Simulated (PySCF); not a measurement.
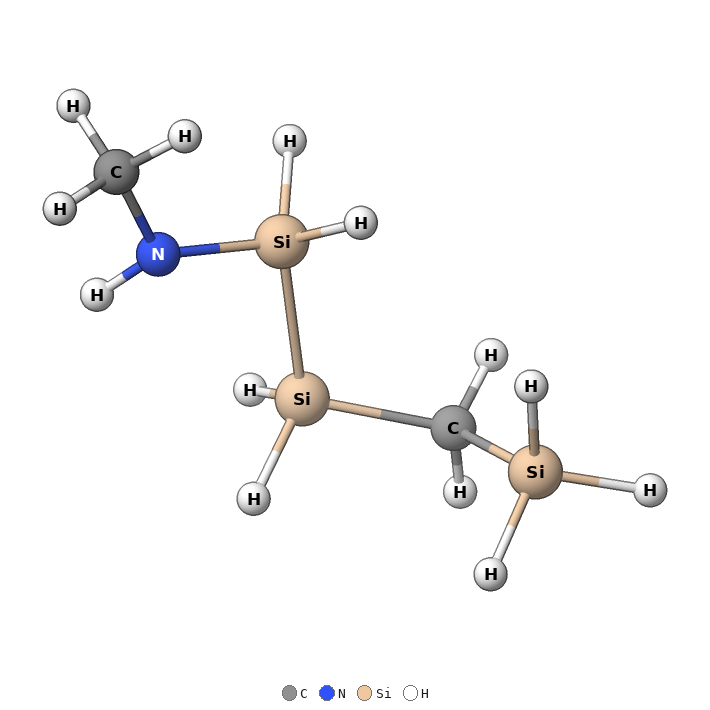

Every bond is drawn as one stick, whatever its order.

The computed structure is the end point of a GFN2-xTB optimisation. No frequency run is at hand to confirm it as a minimum.

What does the picture show?

The molecule is C2H13NSi3. As SMILES it reads `CN[SiH2][SiH2]C[SiH3]`. It has no ring. Among its groups: Si–H bond, Si–N bond. This geometry has C1 symmetry. Coordination, clear cases only: 2 C tetrahedral; 3 Si tetrahedral.

More results for the same structure follow; atom numbers are the same in all pictures, views and colours differ.

## Geometry

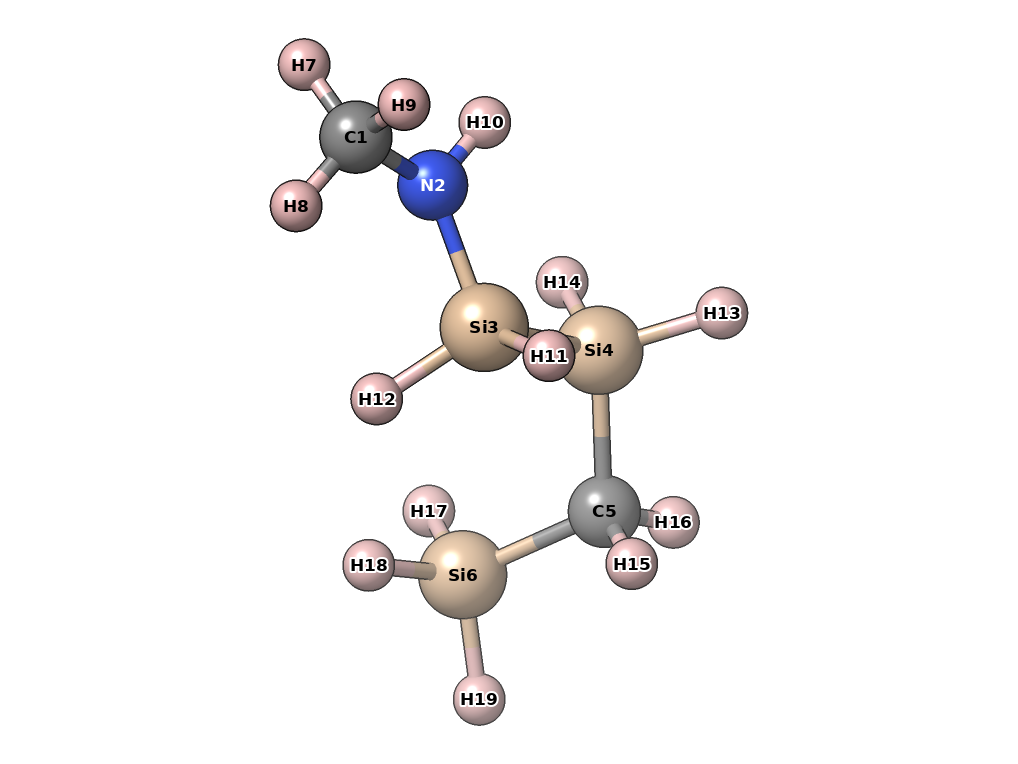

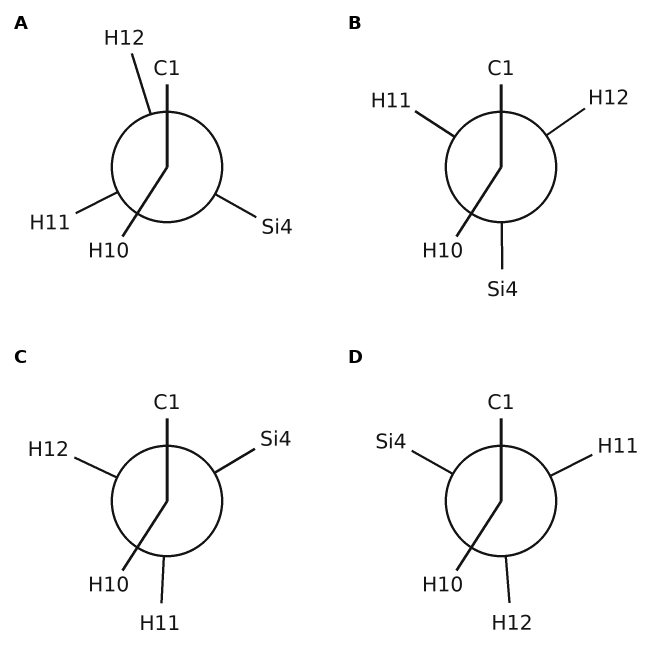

Atoms fade into the background with distance from the viewer. Bonds that would overlap in a projection are set slightly apart. No frequency run is at hand to confirm it as a minimum.

Which Newman projection shows the view along N2–Si3, with N2 in front?

Answer. B. The torsion angle C1–N2–Si3–Si4 is 179°, antiperiplanar (anti).

## Dipole moment

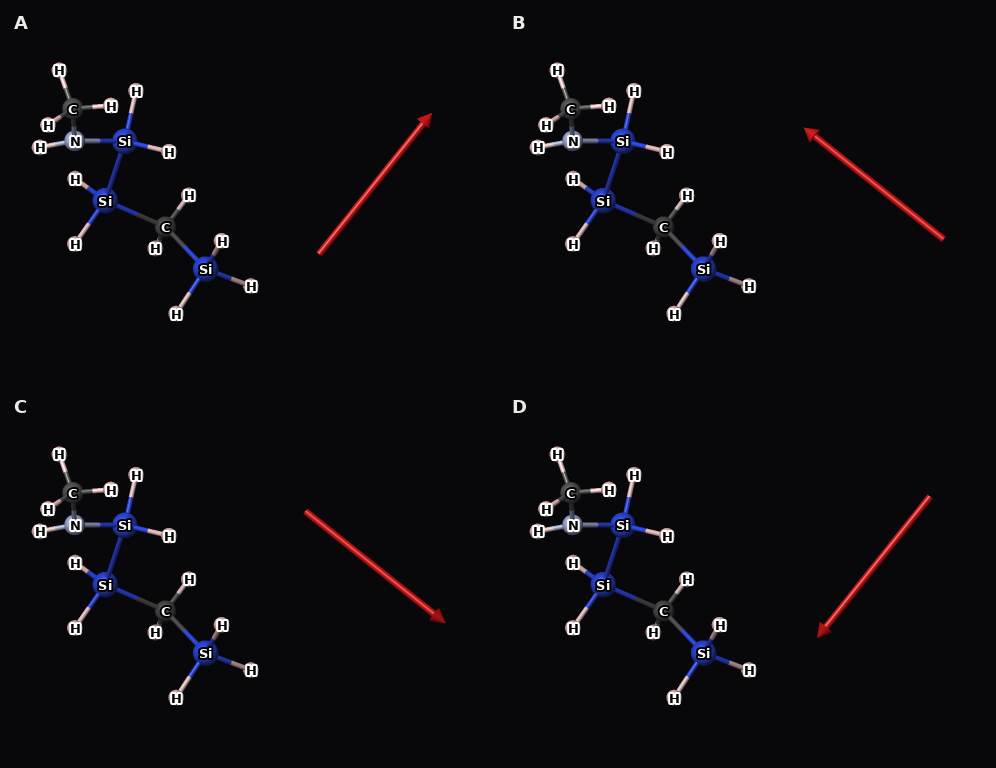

The same molecule four times, each with an arrow. No frequency run is at hand to confirm it as a minimum. Level of theory: ωB97X-D/def2-SVPD, gas phase (PySCF 2.14.0).

Which arrow points along the dipole moment, from the negative to the positive end?

Answer. B. The dipole moment is 1.00 D.

## Polarisability

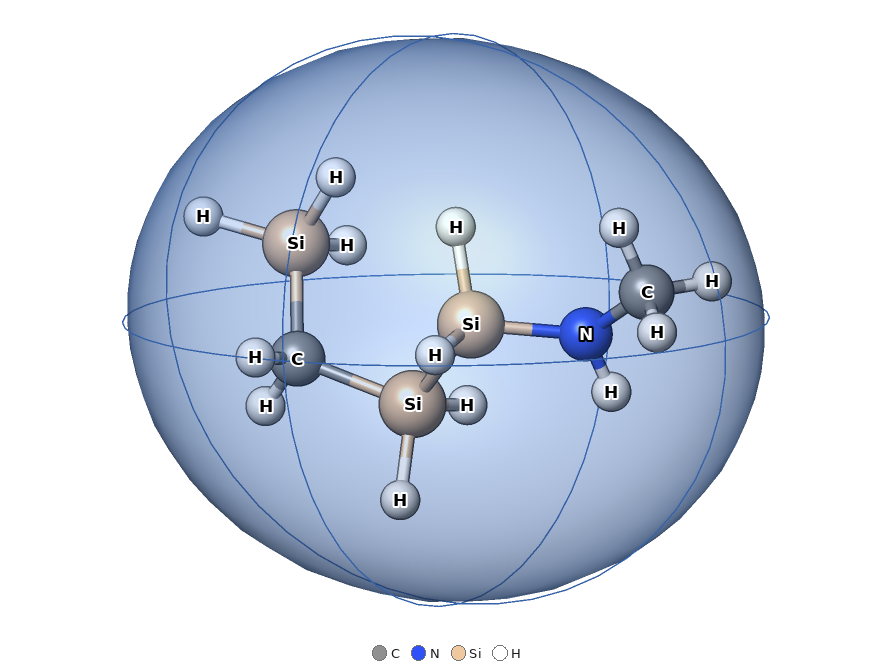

The ellipsoid shows the static dipole polarisability: its half-axes are proportional to the principal values. No frequency run is at hand to confirm it as a minimum. Method: ωB97X-D/def2-SVPD (PySCF 2.14.0).

How large and how anisotropic is the polarisability?

Answer. Principal values 101.2, 110.1, 136.1 bohr³; mean 115.8 bohr³ (17.16 Å³); anisotropy 31.4 bohr³, so the longest axis is 1.34 times the shortest.

## Excitation

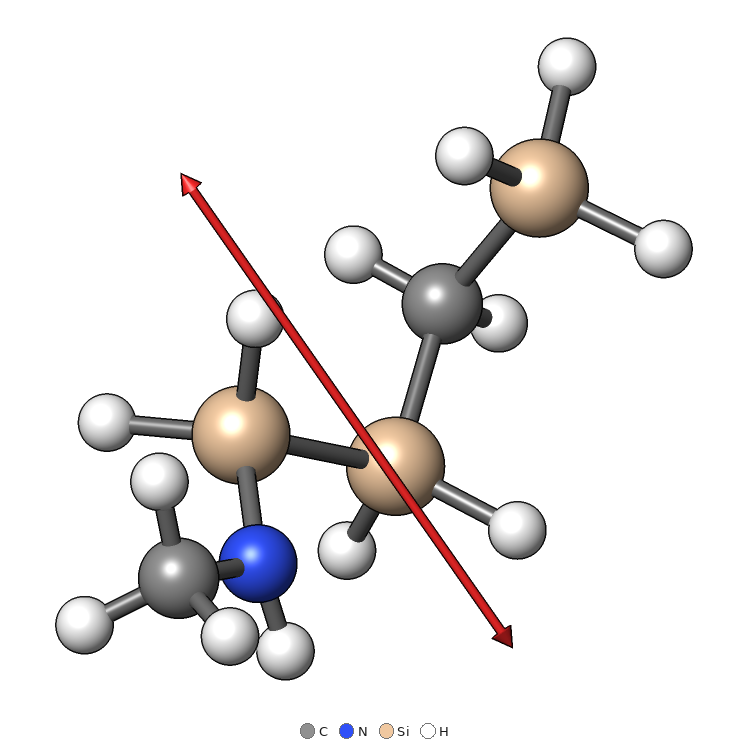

The double arrow shows the direction of the transition dipole to excited singlet state 4 (its length means nothing). No frequency run is at hand to confirm it as a minimum. Method: TDDFT ωB97X-D/def2-SVPD, vertical, gas phase, core orbitals frozen in the response (PySCF 2.14.0).

Give its energy, strength and character.

Answer. 6.95 eV (178 nm), oscillator strength 0.024, mainly HOMO−1 → LUMO (weight 0.51); transition dipole 0.96 D.

The geometry is semi-empirical. Around Si such bond lengths and angles can be off by a tenth of an ångström or more and by several degrees, and values that hang on the shape move with them.
